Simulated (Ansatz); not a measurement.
```yaml
atoms:
  - { symbol: F, position_ang: [-0.6676, 0.7206, 0.4515] }
  - { symbol: N, position_ang: [0.0946, -2.0812, 2.5103] }
  - { symbol: N, position_ang: [0.2960, -0.9453, 2.2873] }
  - { symbol: N, position_ang: [2.0531, 0.8209, 1.1416] }
  - { symbol: Si, position_ang: [0.7003, -0.1054, 0.7367] }
  - { symbol: H, position_ang: [0.9702, -0.9552, -0.4438] }
  - { symbol: H, position_ang: [2.6957, 1.1797, 0.4475] }
  - { symbol: H, position_ang: [2.1251, 1.3044, 2.0289] }
```

Geometry: PBE0-D3(BJ)/pcseg-1.

All numbers below come from isolated molecule in a Gaussian basis; Kohn-Sham density functional theory, functional PBE0 in Ansatz.

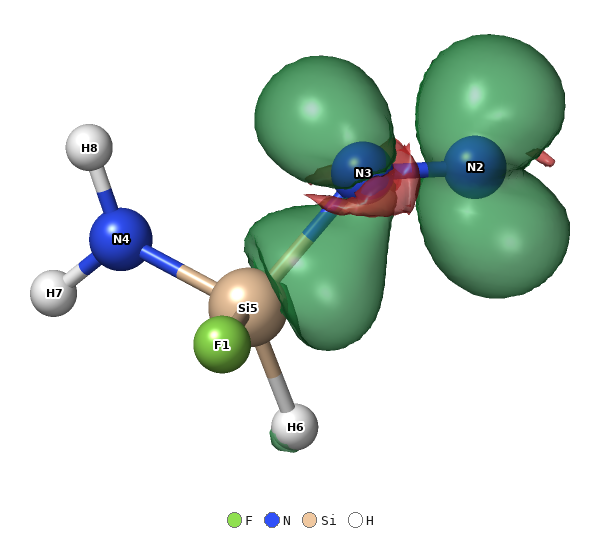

FH$_{3}$N$_{3}$Si (doublet). Isosurfaces of the spin density (α minus β) at +0.02 (green) and −0.02 e/Å³ (red), seen at a tilt.

Q: Describe the spin distribution.

A: The unpaired spin (1 electron) lies mostly on N2 (about 0.6), N3 (about 0.3) and Si5 (about 0.1), in electrons by Hirshfeld's partition.
